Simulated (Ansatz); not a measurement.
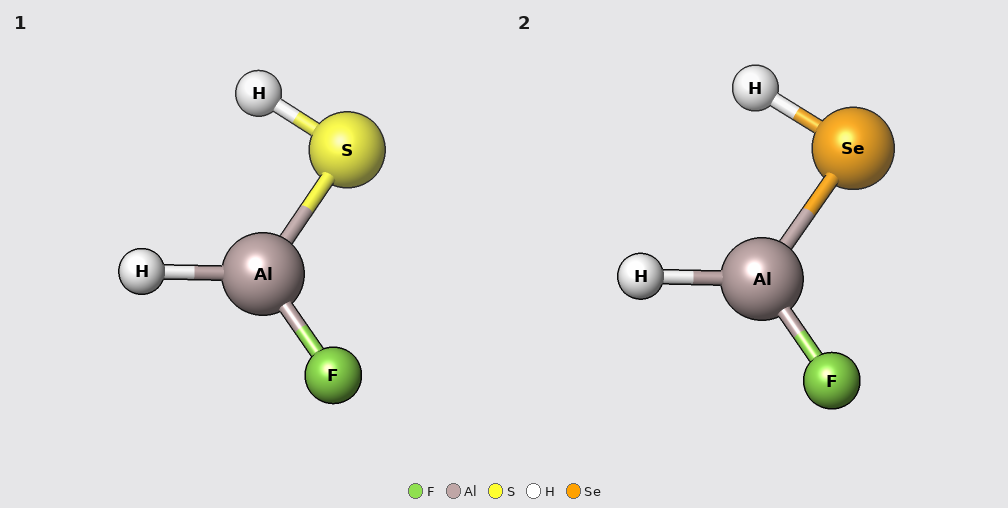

2 molecules with one skeleton, seen from the same side and at one scale. Charge 0, singlet. Computed geometries: PBE0-D4/def2-TZVP optimisations, one conformation each. Properties computed with Ansatz 0.2.0.

One atom differs, called X below: S in panel 1, Se in panel 2. Their formulas are AlFH2S (`[F][AlH][SH]`), AlFH2Se (`[F][AlH][SeH]`).

In which is the HOMO energy (Kohn–Sham orbital) higher (PBE0-D4/def2-TZVPP)?

In panel 2 (X = Se).

In which is the HOMO–LUMO gap larger (PBE0-D4/def2-TZVPP)?

In panel 1 (X = S).

Give the values. With PBE0-D4/def2-TZVP: length of X–Al (Å), length of X–H (Å), angle Al–X–H (°). With PBE0-D4/def2-TZVPP: HOMO energy (Kohn–Sham orbital) (eV), HOMO–LUMO gap (eV), vertical ionisation energy (eV). With r2SCAN-D4/def2-TZVPP: dipole moment (D).

```json
{"quantity": "length of X–Al (Å)", "1 (S)": "2.169", "2 (Se)": "2.302", "2 − 1": "+0.133"}
{"quantity": "length of X–H (Å)", "1 (S)": "1.345", "2 (Se)": "1.470", "2 − 1": "+0.125"}
{"quantity": "angle Al–X–H (°)", "1 (S)": "91.6", "2 (Se)": "89.9", "2 − 1": "−1.7"}
{"quantity": "HOMO energy (Kohn–Sham orbital) (eV)", "1 (S)": "−8.08", "2 (Se)": "−7.65", "2 − 1": "+0.43"}
{"quantity": "HOMO–LUMO gap (eV)", "1 (S)": "7.11", "2 (Se)": "6.58", "2 − 1": "−0.53"}
{"quantity": "vertical ionisation energy (eV)", "1 (S)": "10.52", "2 (Se)": "9.98", "2 − 1": "−0.54"}
{"quantity": "dipole moment (D)", "1 (S)": "1.82", "2 (Se)": "1.63", "2 − 1": "−0.19"}
```
